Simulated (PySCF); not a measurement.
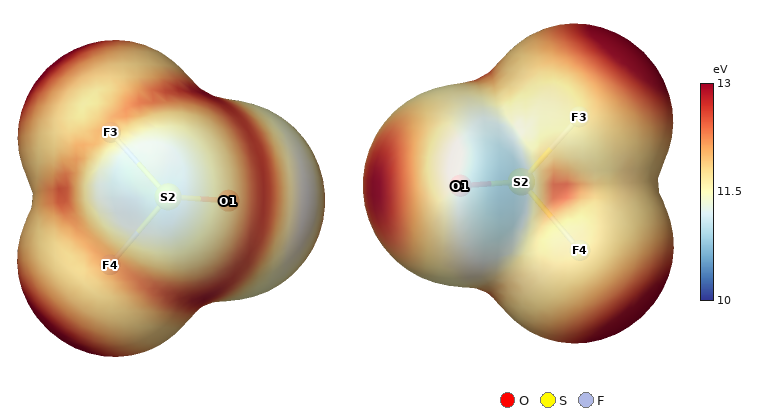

*F2OS, SMILES `O=S(F)F`. Average local ionisation energy on the surface of electron density 0.001 a.u. (back view left, front view right).*

Method: PBE/6-311+G**; geometry: GFN2-xTB; program: PySCF. No frequency check shows the geometry to be a minimum. GFN2-xTB bond lengths at metals and heavier atoms can be off by up to 0.1 Å and shapes distorted, which carries into these values.

**Locate the minima of the map.**

The lowest value is 10.8 eV, 1.8 Å from O1. Further minima include 11.0 eV, 2.1 Å from S2; 11.2 eV, 1.8 Å from O1. For comparison, the highest occupied orbital lies at −8.8 eV.

**What volume does the surface enclose, and what is the dipole moment?**

About 68 Å³; the dipole moment is 2.0 D.

Run time: 6.7 s on 1 thread of Intel(R) Xeon(R) 6975P-C (Granite Rapids) (shared host), peak memory 0.34 GiB.
